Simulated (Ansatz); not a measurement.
# Geometry relaxation of TaNH$_{4}$Cl$_{3}$OF (part 1 of 2)

- system: TaNH$_{4}$Cl$_{3}$OF
- method: RKS PBE/def2-SVP (Ansatz 0.2.0)

The input holds or restrains some coordinates. It belongs to a series of runs on one base structure; here: pulled along the bonds that form and break, towards end B. Figures and captions count atoms from 1; the log counts them from 0 in places.

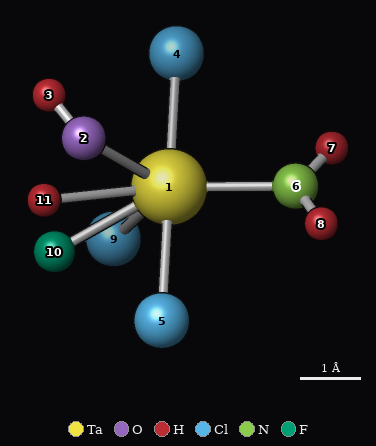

The starting structure (ball-and-stick view, seen on its broad side; atoms are numbered from 1 in the order of the input). Sticks mark near contacts. Bond lengths as drawn: Cl–Ta 2.47 Å, F–Ta 2.23 Å, H–N 1.06 Å, H–O 1.01 Å, H–Ta 2.31 Å, N–Ta 2.16 Å and O–Ta 2.37 Å.

## The input
```yaml
crystal:
  periodic: [false, false, false]
  atoms:
    - { symbol: Ta, position_ang: [0.0, 0.0, 0.0] }
    - { symbol: O, position_ang: [2.37, 0.0, 0.0] }
    - { symbol: H, position_ang: [2.7071, -0.5308, 0.7903] }
    - { symbol: Cl, position_ang: [0.0, 0.0, 2.47] }
    - { symbol: Cl, position_ang: [0.0, 0.0, -2.47] }
    - { symbol: "N", position_ang: [-1.08, 1.8706, 0.0] }
    - { symbol: H, position_ang: [-1.6414, 2.1584, 0.8518] }
    - { symbol: H, position_ang: [-1.0486, 2.5007, -0.8518] }
    - { symbol: Cl, position_ang: [-1.235, -2.139, 0.0] }
    - { symbol: F, position_ang: [0.7032, -1.8418, -1.0422] }
    - { symbol: H, position_ang: [1.8595, -1.1967, -0.6772] }
basis:
  gaussian: { orbitals: def2-SVP }
hamiltonian:
  xc: pbe
relax:
  f_tol: 0.15
  max_steps: 25
  restrain:
    - { distance: [0, 9], at: 1.93, k: 30.0 }
    - { distance: [10, 1], at: 1.01, k: 30.0 }
    - { distance: [0, 1], at: 3.22, k: 30.0 }
    - { distance: [10, 9], at: 2.12, k: 30.0 }
output:
  orbitals: {}
```

Hardware: 4 threads of Arm Neoverse V1, 24 GiB of memory available, shared host.

Command:
```bash
ansatz run input.yaml --threads 4 --pin off --max-ram 5120MiB --backend cpu --events-out ev --progress --plain --runs-dir out
```

## Log
```
The last accepted step is kept in [file] (removed where the run ends without a failure and the disk answers)
Engine: ansatz 0.2.0, aarch64-unknown-linux-gnu
Functional definition: PBE
  parameter kappa = 0.804
  parameter beta = 0.06672455060314922
  exchange = pbe_x(kappa = kappa, mu = beta*pi^2/3)
  correlation = pbe_c(beta = beta)
1584 factors; their error is unknown
mean field evaluation 1: about -45387.6864 eV, gradient 9.0e1 eV
mean field evaluation 2: about -45055.9153 eV, gradient 3.2e2 eV
mean field evaluation 4: about -45386.6092 eV, gradient 8.8e1 eV
mean field evaluation 8: about -45405.1345 eV, gradient 3.0e0 eV
mean field evaluation 16: about -45405.0712 eV, gradient 6.7e-2 eV
mean field -45405.07122930 eV, -1668.6055910143 hartree, gradient 4.0e-5 eV, S^2 0.000000; 0 other end points of the search recorded, 0 dependent functions left out
the calculation of the forces begins
reference -45405.07129608 eV, -1668.6055934684 hartree; 46, 46 occupied and 102, 102 virtual orbitals, 1584 factors
relax step   1: F+E_penalty+E_count = -45405.07122930 eV  Δ(F+E_penalty+E_count) = +0.000e0 eV  max|allowed force component| = 5.640e0 eV/Å  E_restraint = 23.67624654 eV  max|allowed force component, restraints' pulls added| = 2.377e1 eV/Å  Δτ_max = 0.0000 Å  (37 SCF iters, accepted)
  distance Ta 0 - F 9 = 2.2300 Å
  distance H 10 - O 1 = 1.4667 Å
  distance Ta 0 - O 1 = 2.3700 Å
  distance H 10 - F 9 = 1.3735 Å
these checks for a lower state are left out or cut short: starts, cluster_reference, orbital_swaps, neighbouring_geometries, increment
1584 factors; their error is unknown
mean field evaluation 32: about -45405.3858 eV, gradient 8.9e-4 eV
mean field -45405.38580665 eV, -1668.6171515184 hartree, gradient 1.6e-5 eV, S^2 0.000000; 0 other end points of the search recorded, 0 dependent functions left out
[... from here on the field's lines of each further geometry are left out, up to the last ...]
relax step   2: F+E_penalty+E_count = -45405.38580665 eV  Δ(F+E_penalty+E_count) = -3.146e-1 eV  max|allowed force component| = 4.544e0 eV/Å  E_restraint = 10.11192658 eV  max|allowed force component, restraints' pulls added| = 1.689e1 eV/Å  Δτ_max = 0.1948 Å  (44 SCF iters, accepted)
relax step   3: F+E_penalty+E_count = -45405.90540286 eV  Δ(F+E_penalty+E_count) = -5.196e-1 eV  max|allowed force component| = 4.213e0 eV/Å  E_restraint = 3.14672652 eV  max|allowed force component, restraints' pulls added| = 8.174e0 eV/Å  Δτ_max = 0.1948 Å  (39 SCF iters, accepted)
relax step   4: F+E_penalty+E_count = -45406.98403424 eV  Δ(F+E_penalty+E_count) = -1.079e0 eV  max|allowed force component| = 3.238e0 eV/Å  E_restraint = 0.40983794 eV  max|allowed force component, restraints' pulls added| = 3.541e0 eV/Å  Δτ_max = 0.1950 Å  (40 SCF iters, accepted)
relax step   5: F+E_penalty+E_count = -45407.97389561 eV  Δ(F+E_penalty+E_count) = -9.899e-1 eV  max|allowed force component| = 1.807e0 eV/Å  E_restraint = 0.05547651 eV  max|allowed force component, restraints' pulls added| = 1.807e0 eV/Å  Δτ_max = 0.1948 Å  (39 SCF iters, accepted)
relax step   6: F+E_penalty+E_count = -45408.58693120 eV  Δ(F+E_penalty+E_count) = -6.130e-1 eV  max|allowed force component| = 9.760e-1 eV/Å  E_restraint = 0.00931036 eV  max|allowed force component, restraints' pulls added| = 9.760e-1 eV/Å  Δτ_max = 0.1949 Å  (39 SCF iters, accepted)
relax step   7: F+E_penalty+E_count = -45408.93431259 eV  Δ(F+E_penalty+E_count) = -3.474e-1 eV  max|allowed force component| = 6.234e-1 eV/Å  E_restraint = 0.00521817 eV  max|allowed force component, restraints' pulls added| = 5.902e-1 eV/Å  Δτ_max = 0.1950 Å  (39 SCF iters, accepted)
relax step   8: F+E_penalty+E_count = -45409.14934943 eV  Δ(F+E_penalty+E_count) = -2.150e-1 eV  max|allowed force component| = 6.494e-1 eV/Å  E_restraint = 0.00501385 eV  max|allowed force component, restraints' pulls added| = 4.638e-1 eV/Å  Δτ_max = 0.1999 Å  (38 SCF iters, accepted)
relax step   9: F+E_penalty+E_count = -45409.29278368 eV  Δ(F+E_penalty+E_count) = -1.434e-1 eV  max|allowed force component| = 5.031e-1 eV/Å  E_restraint = 0.00753309 eV  max|allowed force component, restraints' pulls added| = 4.563e-1 eV/Å  Δτ_max = 0.1947 Å  (39 SCF iters, accepted)
relax step  10: F+E_penalty+E_count = -45409.37113163 eV  Δ(F+E_penalty+E_count) = -7.835e-2 eV  max|allowed force component| = 7.504e-1 eV/Å  E_restraint = 0.00462168 eV  max|allowed force component, restraints' pulls added| = 3.691e-1 eV/Å  Δτ_max = 0.1921 Å  (38 SCF iters, accepted)
relax step  11: F+E_penalty+E_count = -45409.40994611 eV  Δ(F+E_penalty+E_count) = -3.881e-2 eV  max|allowed force component| = 7.570e-1 eV/Å  E_restraint = 0.00487025 eV  max|allowed force component, restraints' pulls added| = 3.420e-1 eV/Å  Δτ_max = 0.1163 Å  (39 SCF iters, accepted)
relax step  12: F+E_penalty+E_count = -45409.44503384 eV  Δ(F+E_penalty+E_count) = -3.509e-2 eV  max|allowed force component| = 1.043e0 eV/Å  E_restraint = 0.00284368 eV  max|allowed force component, restraints' pulls added| = 7.169e-1 eV/Å  Δτ_max = 0.1961 Å  (37 SCF iters, accepted)
relax step  13: F+E_penalty+E_count = -45409.44828322 eV  Δ(F+E_penalty+E_count) = -3.249e-3 eV  max|allowed force component| = 1.032e0 eV/Å  E_restraint = 0.00332127 eV  max|allowed force component, restraints' pulls added| = 8.322e-1 eV/Å  Δτ_max = 0.1825 Å  (39 SCF iters, accepted)
relax step  14: F+E_penalty+E_count = -45409.46612826 eV  Δ(F+E_penalty+E_count) = -1.785e-2 eV  max|allowed force component| = 8.257e-1 eV/Å  E_restraint = 0.00556316 eV  max|allowed force component, restraints' pulls added| = 4.575e-1 eV/Å  Δτ_max = 0.0647 Å  (33 SCF iters, accepted)
relax step  15: F+E_penalty+E_count = -45409.47747137 eV  Δ(F+E_penalty+E_count) = -1.134e-2 eV  max|allowed force component| = 5.317e-1 eV/Å  E_restraint = 0.00952455 eV  max|allowed force component, restraints' pulls added| = 1.858e-1 eV/Å  Δτ_max = 0.0786 Å  (32 SCF iters, accepted)
relax step  16: F+E_penalty+E_count = -45409.47446918 eV  Δ(F+E_penalty+E_count) = +3.002e-3 eV  max|allowed force component| = 5.895e-1 eV/Å  E_restraint = 0.00841541 eV  max|allowed force component, restraints' pulls added| = 1.766e-1 eV/Å  Δτ_max = 0.0649 Å  (32 SCF iters, rejected (line search))
the calculation of the forces begins
reference -45409.47756163 eV, -1668.7675207406 hartree; 46, 46 occupied and 102, 102 virtual orbitals, 1584 factors
relax step  17: F+E_penalty+E_count = -45409.47749504 eV  Δ(F+E_penalty+E_count) = -2.368e-5 eV  max|allowed force component| = 6.259e-1 eV/Å  E_restraint = 0.00712243 eV  max|allowed force component, restraints' pulls added| = 2.628e-2 eV/Å  Δτ_max = 0.0270 Å  (33 SCF iters, accepted)
  distance Ta 0 - F 9 = 1.9265 Å
  distance H 10 - O 1 = 0.9917 Å
  distance Ta 0 - O 1 = 3.2089 Å
  distance H 10 - F 9 = 2.1219 Å
1584 factors; their error is unknown
mean field evaluation 160: about -45409.5656 eV, gradient 7.2e-1 eV
```

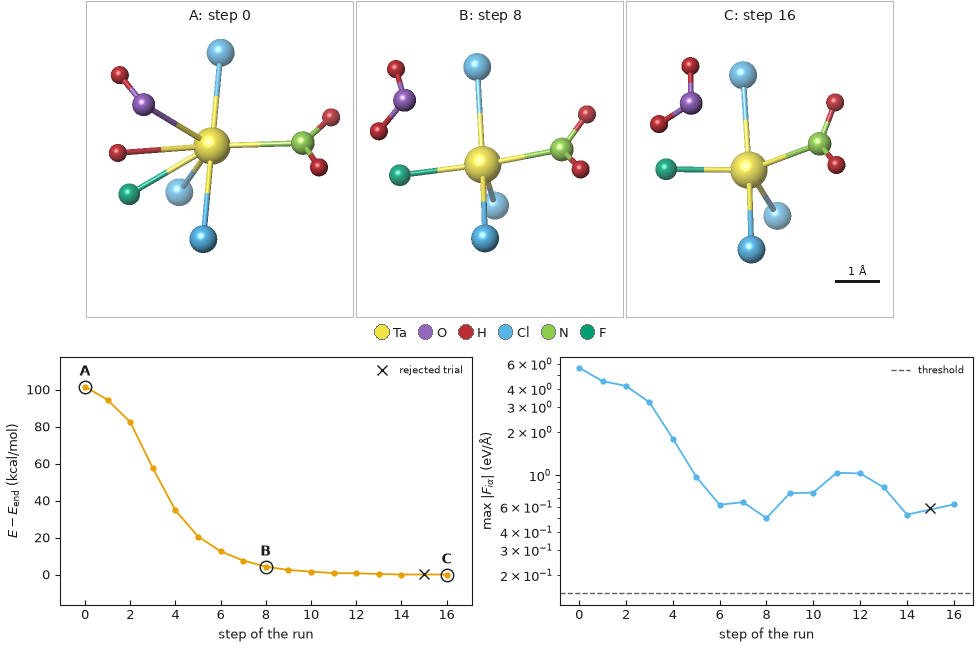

Frames of the restrained relaxation (ball-and-stick view, seen on its broad side) above the curves, on which the letters mark them (the first geometry is step 0 here and step 1 in the log).

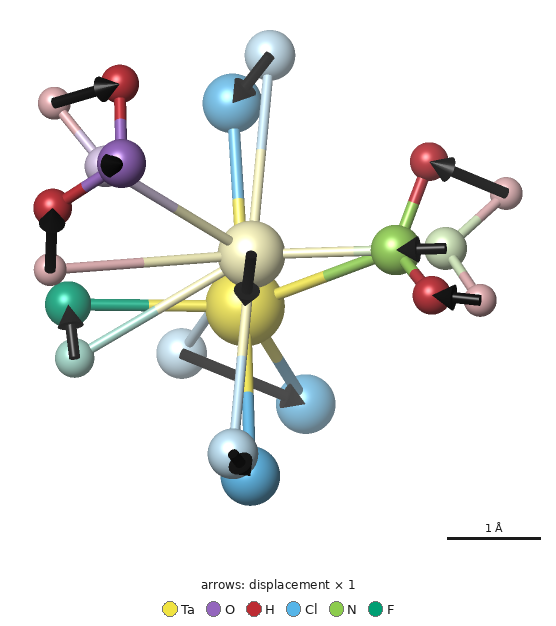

Start (faint) and end (solid) with the displacements as black arrows, at true length (ball-and-stick view, seen on its broad side). The two geometries are laid on each other by the best rigid fit. The largest move after the best rigid fit is that of Cl9, 1.51 Å. Largest moves by element: Cl 1.51 Å, H 0.99 Å, Ta 0.81 Å, F 0.61 Å, N 0.55 Å, O 0.45 Å. Among the contacts that change: Ta1–O2 2.370 → 3.209 Å, Ta1–H11 2.313 → 3.099 Å, O2–H11 1.467 → 0.992 Å, Ta1–F10 2.230 → 1.926 Å. New bonds form: O2–H11 (1.47 → 0.99 Å). Bonds break: Ta1–H11 (2.31 → 3.10 Å), Ta1–O2 (2.37 → 3.21 Å). Among the angles that change: Cl9–Ta1–F10 56.1° → 112.0°, Cl4–Ta1–F10 117.9° → 88.2°, Cl5–Ta1–F10 62.1° → 88.4°. Over 16 geometry steps the energy falls by 101.6 kcal/mol. Largest force component: 5.6 eV/Å at the start, 0.63 eV/Å at the end. The line search rejected the trial step at point 15 (counted from 0) and went back. (Atoms are counted from 1 in the order of the input.)

```
mean field -45409.47749504 eV, -1668.7675182934 hartree, gradient 1.9e-5 eV, S^2 0.000000; 1 other end points of the search recorded, 0 dependent functions left out
the calculation of the forces begins
reference -45409.47756163 eV, -1668.7675207406 hartree; 46, 46 occupied and 102, 102 virtual orbitals, 1584 factors
Total energy: -45409.47756163 eV, -1668.7675207406 hartree
Atom 0 at    -0.547475    -0.547819    -0.223783 Å, force     0.385660    -0.001798     0.018594 eV/Å
Atom 1 at     2.527664     0.367179    -0.166852 Å, force    -0.304528    -0.625876    -0.162768 eV/Å
Atom 2 at     2.606620     0.292139     0.804248 Å, force    -0.000764     0.003878    -0.001612 eV/Å
Atom 3 at    -0.082340    -0.603639     2.090233 Å, force    -0.010935    -0.006594    -0.015699 eV/Å
Atom 4 at    -0.429935    -0.084608    -2.516290 Å, force    -0.005307     0.007544     0.004290 eV/Å
Atom 5 at    -0.790582     1.401060     0.019574 Å, force     0.005342    -0.001349    -0.017939 eV/Å
Atom 6 at    -0.667515     1.883218     0.916197 Å, force    -0.000369     0.000331     0.005553 eV/Å
Atom 7 at    -0.738573     2.064772    -0.760435 Å, force    -0.003258     0.020905    -0.005314 eV/Å
Atom 8 at    -2.632014    -1.511364    -0.172835 Å, force     0.013500     0.005352     0.003358 eV/Å
Atom 9 at     0.845190    -1.855516    -0.472299 Å, force    -0.118939     0.033504     0.013406 eV/Å
Atom 10 at     2.543760    -0.584022    -0.446858 Å, force     0.039599     0.564102     0.158131 eV/Å
Dipole moment:     0.084494     0.343425     0.236627 e Å
```

## Trajectory as extended XYZ (Å, eV, eV/Å), 17 frames, from step=1 to step=17
```
11
Properties=species:S:1:pos:R:3:forces:R:3 step=1 energy=-45405.07123
Ta    0.0000    0.0000    0.0000   -1.1060  -0.8206  -0.7479
O     2.3700    0.0000    0.0000   -2.6946  -2.8346  -0.2909
H     2.7071   -0.5308    0.7903   -0.4052   0.8824  -0.6809
Cl    0.0000    0.0000    2.4700    0.1474   0.1072  -1.6050
Cl    0.0000    0.0000   -2.4700   -0.4749   2.0350   0.7781
N    -1.0800    1.8706    0.0000    1.5186  -2.2636  -0.1251
H    -1.6414    2.1584    0.8518    0.6747  -0.0140  -1.2879
H    -1.0486    2.5007   -0.8518   -0.4703  -0.6482   1.2562
Cl   -1.2350   -2.1390    0.0000   -2.3014   1.8216   1.7955
F     0.7032   -1.8418   -1.0422    5.6398   1.1163   1.0360
H     1.8595   -1.1967   -0.6772   -0.5281   0.6184  -0.1281
11
Properties=species:S:1:pos:R:3:forces:R:3 step=2 energy=-45405.38581
Ta   -0.1695   -0.0720   -0.0421    0.4544  -0.8515  -0.5896
O     2.5014   -0.0720   -0.0505   -3.2438  -3.3083  -1.2932
H     2.7105   -0.5332    0.8000    0.0275   0.3772  -0.1103
Cl    0.0005    0.0008    2.4475    0.1232   0.0347  -1.6900
Cl   -0.0079    0.0257   -2.4642   -0.5738   2.0214   0.4674
N    -1.0675    1.8488   -0.0011    0.6822  -1.9599  -0.2768
H    -1.6327    2.1561    0.8381    0.6254  -0.0421  -1.1196
H    -1.0524    2.4915   -0.8393   -0.3610  -0.5871   1.0852
Cl   -1.2737   -2.1259    0.0237   -3.3409   1.0087   1.9312
F     0.6311   -1.8257   -1.0291    4.5440   1.0403   0.7067
H     1.9949   -1.0727   -0.6122    1.0629   2.2668   0.8889
11
Properties=species:S:1:pos:R:3:forces:R:3 step=3 energy=-45405.90540
Ta   -0.2794   -0.1372   -0.0780    1.3643  -0.1509  -0.4105
O     2.5998   -0.1298   -0.0842   -2.3807  -1.9822  -0.6613
H     2.7145   -0.5332    0.8050    0.2025   0.2838   0.0992
Cl    0.0023    0.0004    2.4216    0.1141  -0.0578  -1.7635
Cl   -0.0172    0.0554   -2.4608   -0.5962   1.9610   0.2154
N    -1.0656    1.8215   -0.0071    0.1716  -1.6972  -0.3536
H    -1.6240    2.1546    0.8241    0.6048  -0.1149  -0.9525
H    -1.0560    2.4834   -0.8260   -0.2443  -0.5685   0.9107
Cl   -1.3337   -2.1198    0.0531   -4.2131  -0.0445   2.0787
F     0.5501   -1.8131   -1.0209    3.9286   0.9873   0.4765
H     2.1441   -0.9608   -0.5559    1.0484   1.3838   0.3608
11
Properties=species:S:1:pos:R:3:forces:R:3 step=4 energy=-45406.98403
Ta   -0.3662   -0.2052   -0.1215    1.4042   0.2037   0.0741
O     2.7261   -0.1507   -0.0841   -0.8038   0.2881   0.7245
H     2.7327   -0.5228    0.8253    0.2475   0.2936   0.0532
Cl    0.0093   -0.0067    2.3349    0.1429  -0.1350  -1.5533
Cl   -0.0468    0.1508   -2.4576   -0.5388   1.4755   0.0666
N    -1.0821    1.7536   -0.0296   -0.1301  -1.1503  -0.3287
H    -1.5981    2.1394    0.7984    0.5166  -0.2659  -0.6005
H    -1.0572    2.4558   -0.8041   -0.1197  -0.5582   0.5149
Cl   -1.5120   -2.1242    0.1320   -3.2383  -0.1107   1.2468
F     0.5164   -1.7733   -0.9779    2.6255   0.6977   0.6514
H     2.3128   -0.8952   -0.5449   -0.1059  -0.7384  -0.8491
```
